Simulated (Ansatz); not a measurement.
## Electronic structure of H₅OPSi···H₂ in real space

Input file:

```
crystal:
  periodic: [false, false, false]
  atoms:
    - {symbol: Si, position_ang: [-0.166298, -0.793399, 0.724918]}
    - {symbol: H, position_ang: [1.152642, 2.956986, -0.049089]}
    - {symbol: H, position_ang: [-0.004024, -2.233785, 1.031978]}
    - {symbol: H, position_ang: [-1.168703, -0.195244, 1.651572]}
    - {symbol: O, position_ang: [1.331312, -0.136969, 0.924189]}
    - {symbol: H, position_ang: [0.762229, 2.557910, -0.546930]}
    - {symbol: P, position_ang: [-0.927967, -0.377183, -1.357022]}
    - {symbol: H, position_ang: [1.432316, 0.790628, 0.702079]}
    - {symbol: H, position_ang: [-0.270439, -1.486920, -1.949411]}
    - {symbol: H, position_ang: [-2.141168, -1.082024, -1.132386]}
basis:
  gaussian: {orbitals: def2-TZVPP}
hamiltonian: {xc: pbe0, dispersion: d4}
output: {orbitals: {seedname: orbitals}}
```

Run with:

```sh
ansatz run in.yaml --threads 4 --pin off --events-out ev --progress --plain --max-ram 9574MiB
```

The product side of a reaction path; geometry: PBE0-D4/def2-TZVP.

Theory: RKS PBE0-D4/def2-TZVPP (Ansatz 0.2.0).

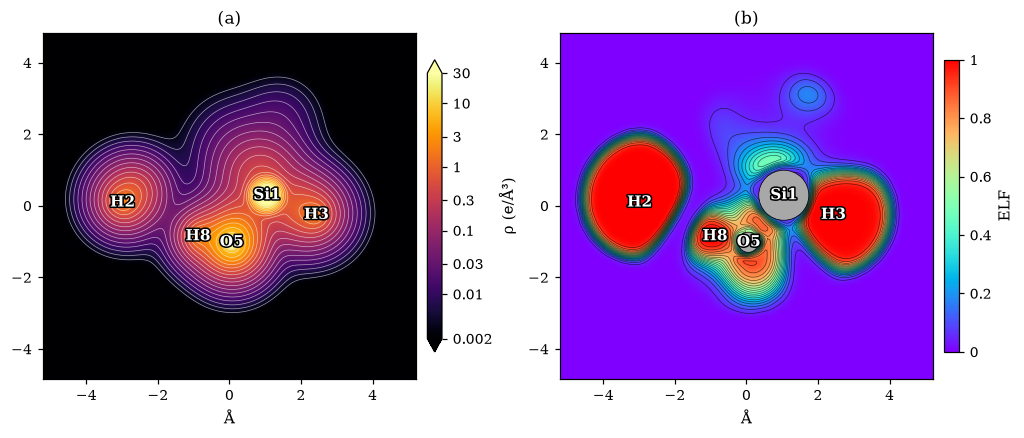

Figure 1. (a) total electron density; (b) electron localisation function on the plane of atoms Si1, O5 and H8. Grey discs cover the atomic cores in the ELF map.

Describe what can be read from this map.

Answer.
- The plane passes through Si, H and O nuclei.
- Si–O (1.65 Å): ρ is about 1.2 e/Å³ halfway; the ELF peaks at about 0.85 between the atoms, as expected for a polar covalent bond.
- O–H (0.96 Å): the density is about 3.8 e/Å³ at the midpoint; the ELF climbs to about 1 towards the hydrogen, as it does in any bond to H; a covalent bond by its length.
- Si–H (1.48 Å): ρ is about 0.83 e/Å³ halfway; the ELF climbs to about 1 towards the hydrogen.
- The ELF also peaks beside O5, away from the bonds: lone-pair regions.

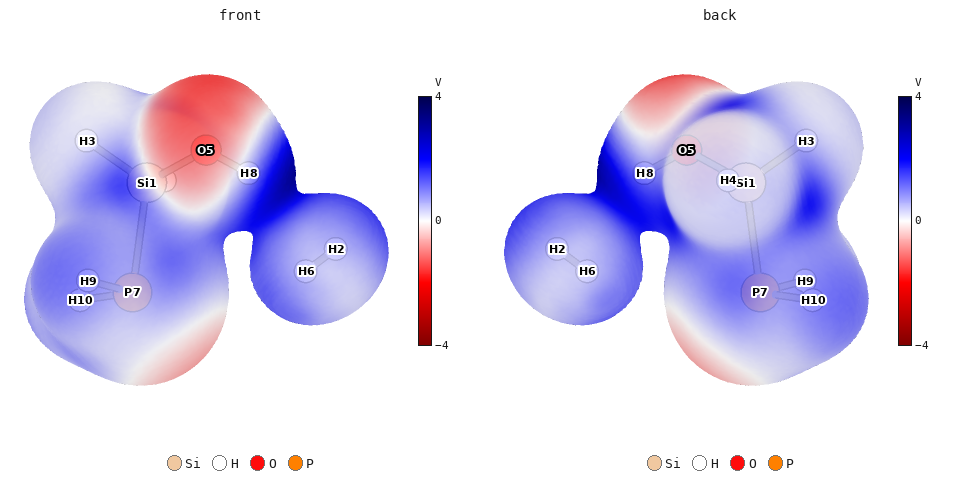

Figure 2. The molecular electrostatic potential painted on the density surface at 0.004 e/bohr³, seen from the front and from behind; red is negative and blue positive.

Which sites attract a positive test charge, and which a negative one?

Answer. A positive charge is drawn to the negative regions and a negative charge to the positive ones. The most negative region (about −1.5 V) lies over O5, the most positive (about +3.0 V) over H8. O5 is the likeliest acceptor of a hydrogen bond.

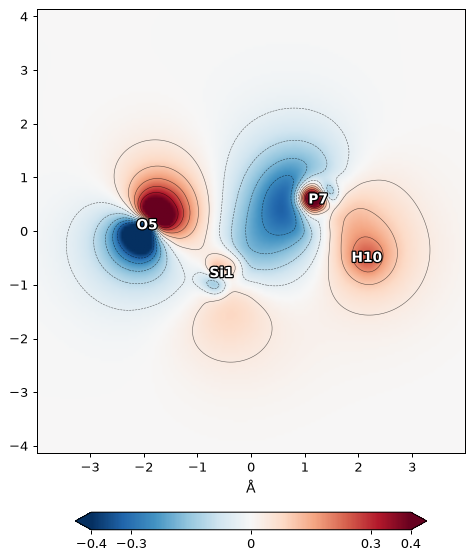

Figure 3. The HOMO−1 on the plane of atoms Si1, P7 and H10 (values in Å⁻³ᐟ²; the overall sign is arbitrary).

Describe this orbital and give its energy.

Answer. It lies mainly on P7 (about 25 %), O5 (about 25 %), Si1 (about 15 %) and H4 (about 15 %). Its energy is −8.61 eV.

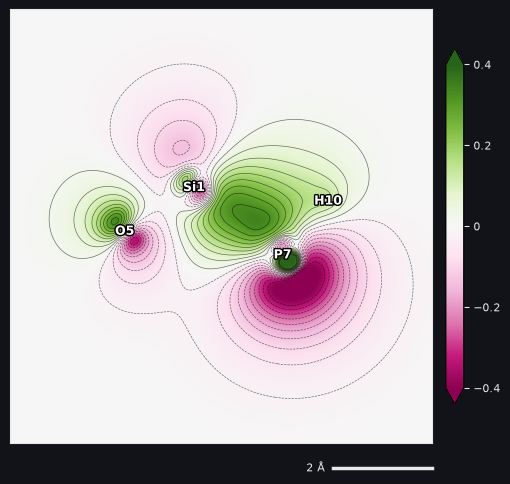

Figure 4. The HOMO on the plane of atoms O5, Si1 and P7 (values in Å⁻³ᐟ²; the overall sign is arbitrary).

What is the character of this orbital?

Answer. Its weight (Hirshfeld) is mainly on P7 (about 65 %) and Si1 (about 15 %); largely a lone pair of P7. Its energy is −7.52 eV.
